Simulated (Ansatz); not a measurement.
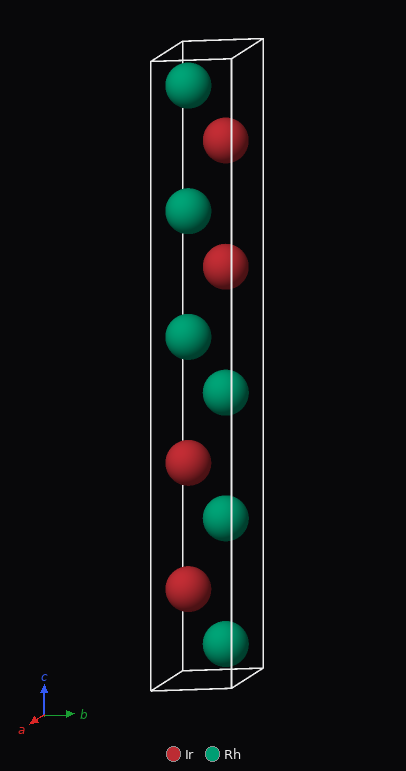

The image is a spheres-only drawing of a crystal, viewed slightly off an axis. The box is the conventional unit cell; atoms on or close to its faces, edges and corners are drawn wherever they repeat.

Ir2Rh3, space group P6_3/mmc (No. 194), a = 2.735 Å, b = 2.735 Å, c = 22.028 Å, α = 90.00°, β = 90.00°, γ = 120.00°. The initial geometry was a structure type filled with these elements by a generator (whether the compound takes this form wasn't checked). Earlier steps of the study, as a rule a relaxation of our own, may have changed the cell and positions, so they can lie some per cent off the listed ones. It was run through Ansatz as a DFT input.

This one geometry was computed with Ansatz (DFT, plane waves, PAW) at three levels of theory: PBE, PBEsol and r2SCAN.

Which level gives the highest pressure at this volume, and what does that say about its equilibrium volume?

Highest: PBE (0.0 GPa), which points to the largest equilibrium volume. Lowest, with the smallest volume: PBEsol (-10.7 GPa). Levels within 0.5 GPa of each other can't be told apart.

How does the band gap change with the level of theory?

All levels give a metal.

Collect the results in a table.

| level | cutoff (eV) | k-mesh of the run's cell | gap (eV) | pressure (GPa) |
| --- | --- | --- | --- | --- |
| PBE | 420 | 18×18×2 | metal | 0.0 |
| PBEsol | 420 | 18×18×2 | metal | -10.7 |
| r2SCAN | 500 | 18×18×2 | metal | -6.7 |

Gaps are taken on the k-mesh or band path of each run.
